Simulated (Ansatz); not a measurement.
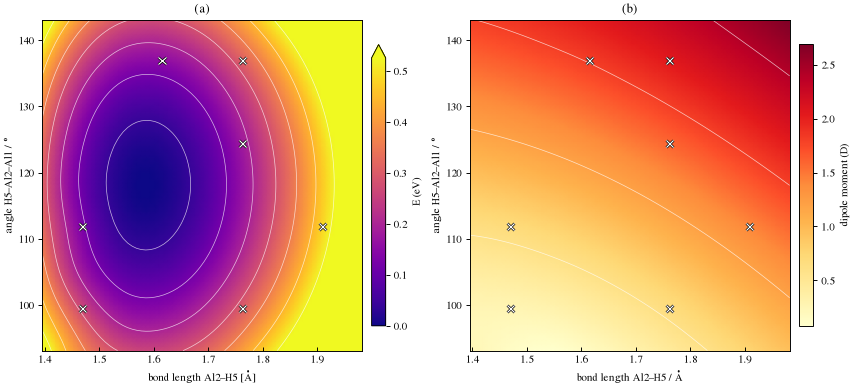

Al2H3, SMILES [AlH][AlH2], spin multiplicity 2. First axis: bond length Al2–H5. Second axis: angle H5–Al2–Al1. Nothing is relaxed (all other coordinates rigid). The grid has 9 × 9 points. At 7 points there is no value. Points are written as (first, second). Energies are in eV, from the relaxed molecule at the same level. The calculation used UKS wB97M-V/def2-SVP (Ansatz 0.2.0).

Panel (a) is the energy and panel (b) the computed dipole moment on the same grid.

Drawn: a smooth colour map with a few white contour lines, crosses at grid points without a value, one colour for all values above the top of the scale. Between grid points the surface is interpolated.

How does the dipole moment vary over the map, and what is it at the lowest grid point?

Leaving out the highest fifth of the energies, it runs from 0.08 D at (1.542 Å, 93.1°) to 2.39 D at (1.836 Å, 143.1°). At the lowest grid point, (1.615 Å, 118.1°), it is 1.11 D.

| angle H5–Al2–Al1 ↓, bond length Al2–H5 → | 1.395 | 1.469 | 1.542 | 1.615 | 1.689 | 1.762 | 1.836 | 1.909 | 1.982 |
| --- | --- | --- | --- | --- | --- | --- | --- | --- | --- |
| 143.1 | 1.79 | 1.86 | 1.94 | 2.03 | 2.14 | 2.26 | 2.39 | 2.54 | 2.69 |
| 136.9 | 1.58 | 1.64 | 1.72 | – | 1.93 | – | 2.18 | 2.33 | 2.48 |
| 130.6 | 1.35 | 1.41 | 1.49 | 1.58 | 1.70 | 1.82 | 1.96 | 2.10 | 2.26 |
| 124.4 | 1.12 | 1.18 | 1.25 | 1.35 | 1.46 | – | 1.73 | 1.88 | 2.03 |
| 118.1 | 0.88 | 0.94 | 1.01 | 1.11 | 1.22 | 1.35 | 1.49 | 1.64 | 1.80 |
| 111.9 | 0.65 | – | 0.77 | 0.87 | 0.98 | 1.12 | 1.26 | – | 1.58 |
| 105.6 | 0.43 | 0.46 | 0.53 | 0.63 | 0.75 | 0.88 | 1.03 | 1.19 | 1.35 |
| 99.4 | 0.26 | – | 0.30 | 0.40 | 0.52 | – | 0.82 | 0.98 | 1.14 |
| 93.1 | 0.24 | 0.14 | 0.08 | 0.17 | 0.30 | 0.45 | 0.61 | 0.77 | 0.94 |
